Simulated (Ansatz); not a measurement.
# BrFH4Si: molecular dynamics, part 2 of 2

Aim: let a guess near a reaction's saddle point go and see which way it falls. Runs: 150 steps of 0.5 fs at constant energy, with velocities drawn for 1000 K; 150 steps of 0.5 fs at constant energy, with velocities drawn for 300 K. Reaction type: exchange4.

Ansatz 0.2.0; UKS PBE-D4/def2-SVP. Earlier steps stand in the parts before.

## Step 6: Run 2

150 steps of 0.5 fs at constant energy, with velocities drawn for 300 K.

Input file input.yaml:

```yaml
crystal:
  periodic: [false, false, false]
  atoms:
    - { symbol: Si, position_ang: [-0.6886, -0.2308, 0.0431] }
    - { symbol: F, position_ang: [1.1806, -0.7595, 0.5407] }
    - { symbol: H, position_ang: [-0.54, -1.393, -0.8115] }
    - { symbol: H, position_ang: [-0.7837, -0.0673, 1.4807] }
    - { symbol: H, position_ang: [-1.8363, 0.5066, -0.5096] }
    - { symbol: H, position_ang: [1.745, 0.195, 0.0918] }
    - { symbol: Br, position_ang: [0.923, 1.7489, -0.8352] }
magnetization:
  spin_polarized: true
basis:
  gaussian: { orbitals: def2-SVP }
hamiltonian:
  xc: pbe
  dispersion: d4
md:
  timestep: 0.5
  n_steps: 150
  ensemble: nve
  temperature: 300.0
  initial_velocities: maxwell_boltzmann
  seed: 411602
```

Command:

```bash
$ ansatz run input.yaml --threads 2 --pin off --max-ram 3072MiB --backend cpu --events-out ev --progress --plain --runs-dir out
```

The program printed, shortened:

```text
Warning: RAYON_NUM_THREADS=2 ignored (pool sized by the plan → 2); use --threads N
[...]
Functional definition: PBE
[...]
921 factors; their error is unknown
[...]
mean field -80674.86903644 eV, -2964.7467536990 hartree, gradient 5.5e-5 eV, S^2 0.000000; 0 other end points of the search recorded, 0 dependent functions left out
[...]
reference -80674.86906653 eV, -2964.7467548048 hartree; 31, 31 occupied and 53, 53 virtual orbitals, 921 factors
md step     0: t =     0.00 fs  T =   300.0 K  F+E_penalty+E_count = -80674.99154979 eV  E_kin = 0.193890 eV  conserved = -80674.79765979 eV  (27 SCF iters)
[...]
md step    19: t =     9.50 fs  T =   835.2 K  F+E_penalty+E_count = -80675.33935435 eV  E_kin = 0.539818 eV  conserved = -80674.79953597 eV  (29 SCF iters, 3 dispersion substeps)
[...]
md step    38: t =    19.00 fs  T =   908.3 K  F+E_penalty+E_count = -80675.38833712 eV  E_kin = 0.587051 eV  conserved = -80674.80128601 eV  (27 SCF iters, 3 dispersion substeps)
[...]
md step    57: t =    28.50 fs  T =   795.6 K  F+E_penalty+E_count = -80675.31230775 eV  E_kin = 0.514178 eV  conserved = -80674.79812926 eV  (28 SCF iters, 3 dispersion substeps)
[...]
md step    74: t =    37.00 fs  T =  1005.7 K  F+E_penalty+E_count = -80675.44927778 eV  E_kin = 0.650009 eV  conserved = -80674.79926896 eV  (28 SCF iters, 3 dispersion substeps)
md step    75: t =    37.50 fs  T =   872.1 K  F+E_penalty+E_count = -80675.36175590 eV  E_kin = 0.563609 eV  conserved = -80674.79814698 eV  (29 SCF iters, 3 dispersion substeps)
```

## Step 7: More of the same log: dynamics from the start

Output, continued, shortened:

```text
md step    76: t =    38.00 fs  T =   765.0 K  F+E_penalty+E_count = -80675.29191725 eV  E_kin = 0.494445 eV  conserved = -80674.79747267 eV  (29 SCF iters, 3 dispersion substeps)
[...]
md step    94: t =    47.00 fs  T =  1388.9 K  F+E_penalty+E_count = -80675.69775289 eV  E_kin = 0.897646 eV  conserved = -80674.80010642 eV  (27 SCF iters, 3 dispersion substeps)
[...]
md step   112: t =    56.00 fs  T =  1683.5 K  F+E_penalty+E_count = -80675.89297891 eV  E_kin = 1.088074 eV  conserved = -80674.80490492 eV  (27 SCF iters, 3 dispersion substeps)
[...]
md step   130: t =    65.00 fs  T =  2010.8 K  F+E_penalty+E_count = -80676.10745219 eV  E_kin = 1.299553 eV  conserved = -80674.80789952 eV  (28 SCF iters, 3 dispersion substeps)
[...]
md step   150: t =    75.00 fs  T =  2131.8 K  F+E_penalty+E_count = -80676.18427751 eV  E_kin = 1.377770 eV  conserved = -80674.80650741 eV  (26 SCF iters, 3 dispersion substeps)
Total energy: -80676.18430597 eV, -2964.7950889626 hartree
Atom 0 at    -0.920301     0.249298    -0.265771 Å, force     0.511227     1.025361     0.363054 eV/Å
Atom 1 at     1.998830    -0.867424     0.741035 Å, force    -0.105122    -0.154522     0.043744 eV/Å
Atom 2 at    -0.647489    -0.949421    -1.024288 Å, force    -0.156926    -0.926104    -0.389702 eV/Å
Atom 3 at    -0.844226     0.183862     1.196433 Å, force    -0.123271    -0.404380     0.543167 eV/Å
Atom 4 at    -2.076582     1.077648    -0.644191 Å, force    -0.567742    -0.059359    -0.283448 eV/Å
Atom 5 at     1.947367    -0.063141     0.250994 Å, force     0.051100     0.104777    -0.029027 eV/Å
Atom 6 at     0.812490     1.593102    -0.768309 Å, force     0.390733     0.414228    -0.247788 eV/Å
Dipole moment:    -0.437067     0.091404    -0.155121 e Å
```

It took 7.7 min on 2 threads of Arm Neoverse N1, shared host; peak memory 0.14 GiB.

## Step 8: Frames and traces

The trajectory, every 8 steps (energies from step 0):

| time (fs) | T (K) | potential energy change (meV/atom) | total energy change (meV/atom) | Si1–Br7 (Å) | H6–F2 (Å) | Si1–F2 (Å) |
| --- | --- | --- | --- | --- | --- | --- |
| 0.0 | 300 | 0.0 | 0.00 | 2.70 | 1.20 | 2.01 |
| 4.0 | 824 | -49.1 | -0.72 | 2.68 | 0.98 | 2.00 |
| 8.0 | 820 | -48.7 | -0.69 | 2.66 | 0.97 | 2.01 |
| 12.0 | 618 | -29.5 | -0.11 | 2.62 | 1.20 | 2.04 |
| 16.0 | 854 | -51.3 | -0.14 | 2.59 | 1.13 | 2.07 |
| 20.0 | 658 | -32.8 | 0.24 | 2.55 | 0.89 | 2.09 |
| 24.0 | 947 | -59.9 | -0.21 | 2.51 | 1.10 | 2.13 |
| 28.0 | 764 | -42.9 | -0.08 | 2.47 | 1.19 | 2.17 |
| 32.0 | 1216 | -85.6 | -0.94 | 2.44 | 0.94 | 2.21 |
| 36.0 | 1235 | -87.1 | -0.78 | 2.40 | 0.99 | 2.26 |
| 40.0 | 834 | -49.2 | 0.03 | 2.35 | 1.10 | 2.31 |
| 44.0 | 912 | -55.7 | 0.81 | 2.31 | 0.84 | 2.38 |
| 48.0 | 1162 | -79.6 | -0.02 | 2.26 | 1.09 | 2.46 |
| 52.0 | 1635 | -124.4 | -1.14 | 2.22 | 0.95 | 2.55 |
| 56.0 | 1684 | -128.8 | -1.04 | 2.20 | 0.97 | 2.66 |
| 60.0 | 1372 | -99.0 | 0.00 | 2.19 | 1.08 | 2.78 |
| 64.0 | 1532 | -113.4 | 0.37 | 2.19 | 0.84 | 2.91 |
| 68.0 | 1477 | -108.5 | 0.13 | 2.21 | 1.10 | 3.05 |
| 72.0 | 2021 | -160.2 | -1.33 | 2.23 | 0.89 | 3.18 |
| 75.0 | 2132 | -170.4 | -1.26 | 2.25 | 0.94 | 3.28 |

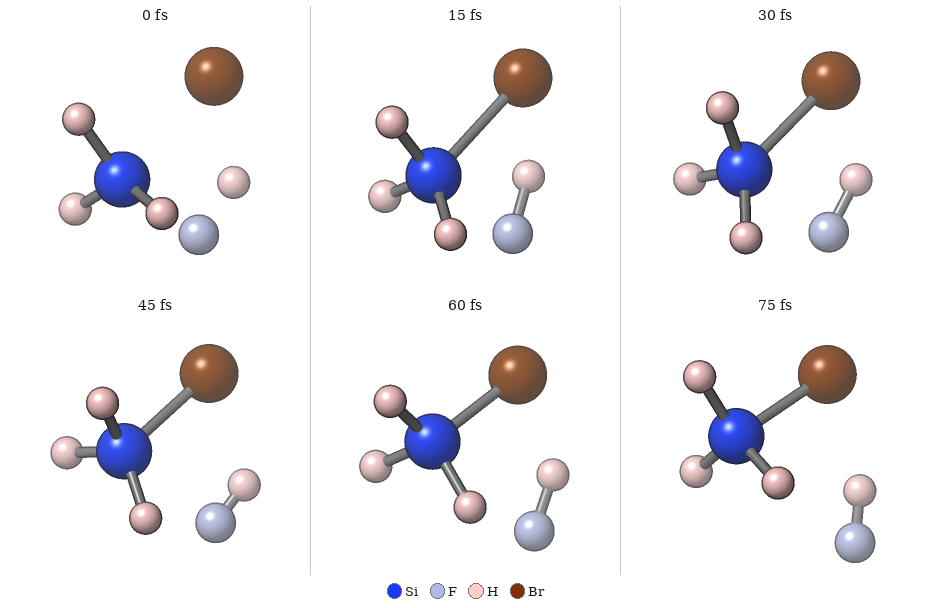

The system at six times, viewed from a chosen angle. Sticks join atoms within a bonding distance in each frame.

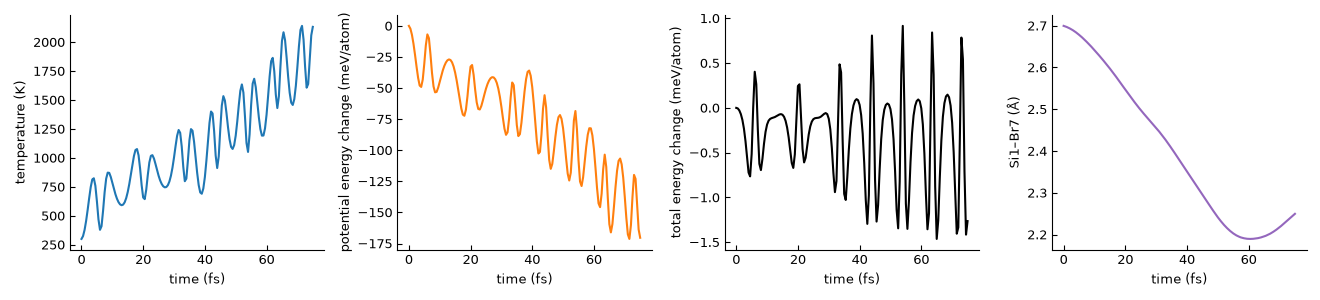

Time series of the run, each on its own scale.

Bonds that form or break, judged by distance (formed within 1.15 times the sum of covalent radii and held on average over 12 fs, broken when stretched by half; pairs already stretched at the start don't count as bonds):

```
time (fs)     bond  event
     17.5  Si1–Br7  forms
     32.0    F2–H6  forms
```

## Step 9: Positions and forces

Extended XYZ, with forces in eV/Å:

```xyz
7
time_fs=9.5 T=835 dE=-0.3478
Si   -0.678   -0.196    0.026   -0.159    0.632    0.039
F     1.201   -0.726    0.555    1.484    1.025   -1.006
H    -0.473   -1.312   -1.005   -0.330    0.309    0.507
H    -0.851   -0.369    1.568   -0.028   -0.047   -0.966
H    -1.953    0.548   -0.371    0.334   -0.036   -0.056
H     1.627    0.036   -0.082   -0.697   -0.752    1.024
Br    0.917    1.733   -0.831   -0.605   -1.130    0.458
7
time_fs=19.0 T=908 dE=-0.3968
Si   -0.670   -0.134    0.002   -1.155    0.288   -0.996
F     1.261   -0.688    0.557   -0.258   -2.425    1.785
H    -0.613   -1.231   -1.030    0.125    0.236   -0.004
H    -0.981   -0.763    1.317    0.174    0.261    0.373
H    -1.937    0.666   -0.303    0.401    0.050    0.040
H     1.467    0.022    0.000    1.562    2.150   -1.536
Br    0.906    1.705   -0.821   -0.849   -0.559    0.339
7
time_fs=28.0 T=764 dE=-0.3004
Si   -0.678   -0.076   -0.033    0.533   -0.422    0.043
F     1.328   -0.668    0.564    0.529    1.958   -1.008
H    -0.684   -1.057   -1.126    0.076   -0.190   -0.549
H    -0.998   -0.871    1.200    0.085    0.407    0.284
H    -1.766    0.904   -0.252   -0.426    0.186    0.119
H     1.716    0.324    0.039   -0.919   -1.920    0.930
Br    0.888    1.672   -0.809    0.121   -0.019    0.180
7
time_fs=37.5 T=872 dE=-0.3702
Si   -0.686   -0.017   -0.084   -0.294    0.620   -0.298
F     1.404   -0.638    0.567    1.982    1.653   -0.319
H    -0.709   -0.858   -1.384   -0.133    0.182    0.939
H    -0.890   -0.708    1.284    0.222    0.226   -0.721
H    -1.749    1.098   -0.086   -0.037   -0.740   -0.094
H     1.962    0.255    0.284   -2.032   -2.340    0.444
Br    0.869    1.638   -0.795    0.292    0.399    0.050
7
time_fs=47.0 T=1389 dE=-0.7062
Si   -0.701    0.072   -0.144   -0.655    0.771   -0.074
F     1.507   -0.646    0.592    1.965    1.437   -0.428
H    -0.817   -0.790   -1.319    0.001   -0.587   -0.325
H    -0.634   -0.522    1.168    0.058   -0.499    0.821
H    -1.935    0.906   -0.006   -0.208    0.216   -0.360
H     1.945    0.247    0.295   -1.259   -2.332    0.656
Br    0.850    1.608   -0.780    0.098    0.993   -0.291
7
time_fs=56.0 T=1684 dE=-0.9014
Si   -0.740    0.165   -0.196   -1.523   -1.860    0.745
F     1.639   -0.689    0.631    1.034   -0.134   -0.045
H    -0.885   -0.946   -1.228    0.339    0.328    0.141
H    -0.401   -0.459    1.157   -0.527    0.568   -0.463
H    -2.131    0.768   -0.172    0.359    0.360   -0.043
H     1.853    0.172    0.249    0.012   -0.753    0.374
Br    0.834    1.589   -0.769    0.305    1.491   -0.709
7
time_fs=65.5 T=2085 dE=-1.1626
Si   -0.821    0.222   -0.238   -0.689   -1.266    0.326
F     1.813   -0.769    0.682    0.224   -0.279    0.098
H    -0.731   -1.021   -1.122   -0.098    0.464    0.208
H    -0.453   -0.137    1.174   -0.477    0.067   -0.076
H    -2.162    0.913   -0.417    0.342   -0.084    0.050
H     1.868    0.065    0.234    0.111   -0.149    0.109
Br    0.820    1.585   -0.765    0.587    1.247   -0.715
7
time_fs=75.0 T=2132 dE=-1.1927
Si   -0.920    0.249   -0.266    0.511    1.025    0.363
F     1.999   -0.867    0.741   -0.105   -0.154    0.044
H    -0.647   -0.949   -1.024   -0.157   -0.926   -0.390
H    -0.844    0.184    1.196   -0.123   -0.404    0.543
H    -2.077    1.078   -0.644   -0.568   -0.059   -0.283
H     1.947   -0.063    0.251    0.051    0.105   -0.029
Br    0.812    1.593   -0.768    0.391    0.414   -0.248
```

On run 2: At the last frame the bonds meant to form are there and those meant to break are gone: it fell to the products. The temperature starts at 300 K and averages 1450 K in the second half, where it ranges from 690 to 2140 K; the start was no minimum (force components up to 1.9 eV/Å), and the potential energy that it sheds (107 meV/atom) turns into motion, which in so few atoms is no thermal temperature. The total energy strays from its start by at most 1.46 meV/atom, 1.4 % of the mean kinetic energy, so a step of 0.5 fs is short enough over this time. The bonding pattern changes, first at 17.5 fs: Si1–Br7 forms. By that distance rule the pieces at the end are BrH3Si + FH; a long dative bond can count as broken.

## Step 10: Summary of results

The summary covers parts 1 to 2.

| quantity | value |
| --- | --- |
| run 1: length | 150 steps of 0.5 fs |
| run 1: temperature, first and last step | 1000 and 2531 K |
| run 1: temperature, second half | mean 2200 K, from 1464 to 2750 K |
| run 1: potential energy, second half | -111 meV/atom from this run's first step |
| run 1: largest change of the total energy | 0.74 meV/atom |
| run 1: bonds formed or broken | 4 |
| run 2: length | 150 steps of 0.5 fs |
| run 2: temperature, first and last step | 300 and 2132 K |
| run 2: temperature, second half | mean 1450 K, from 690 to 2140 K |
| run 2: potential energy, second half | -107 meV/atom from this run's first step |
| run 2: largest change of the total energy | 1.46 meV/atom |
| run 2: bonds formed or broken | 2 |

**Reading.** Mean temperatures of the second halves: 2200 K, 1450 K. Bonds changed in run 1, run 2. Run 1: at the last frame the bonds meant to form are there and those meant to break are gone: it fell to the products. Run 2: at the last frame the bonds meant to form are there and those meant to break are gone: it fell to the products. A run of 75 fs with 7 atoms shows the motion but fixes no equilibrium value. The nuclei move classically, without zero-point motion, which matters most for hydrogen.
